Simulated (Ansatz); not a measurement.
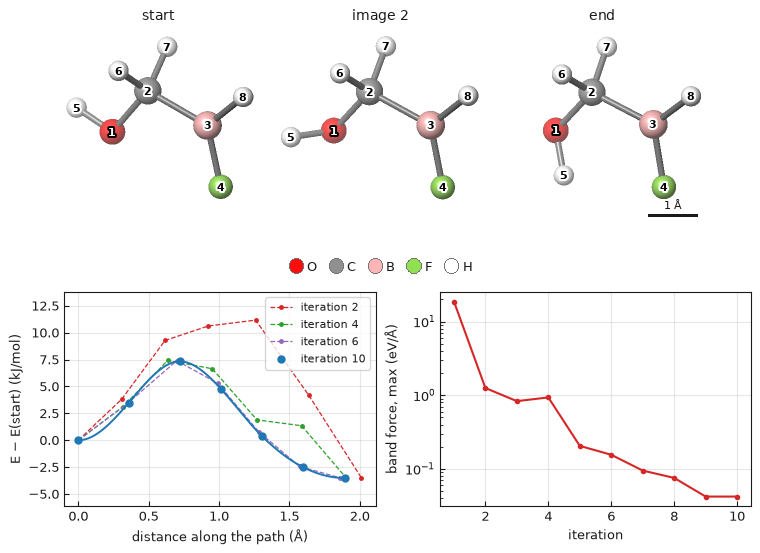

NEB run on CH4BFO. Images are numbered from 0 (start) to 6 (end). The plot follows the band through its iterations. Style: ball-and-stick. Shown at a tilt.

Theory: RKS r2SCANh-D4/def2-SVP in Ansatz. Set-up: 5 movable images; climbing image; force threshold 0.05 eV/Å; iteration limit 60; starting path through a guess of the saddle point.

**Judge this run.**

The result is final at these settings. The band converged in 10 iterations. The largest component of the band force went from 19 to 0.042 eV/Å. The climbing image converged on the top of the path. Its vibrational analysis gives one imaginary mode (351i cm⁻¹), as a transition state must have. The first iteration put the highest image at 219.9 kJ/mol. Forward barrier 7.3 kJ/mol, backward barrier 10.8 kJ/mol, with image 2 at the top; the reaction energy is −3.5 kJ/mol.
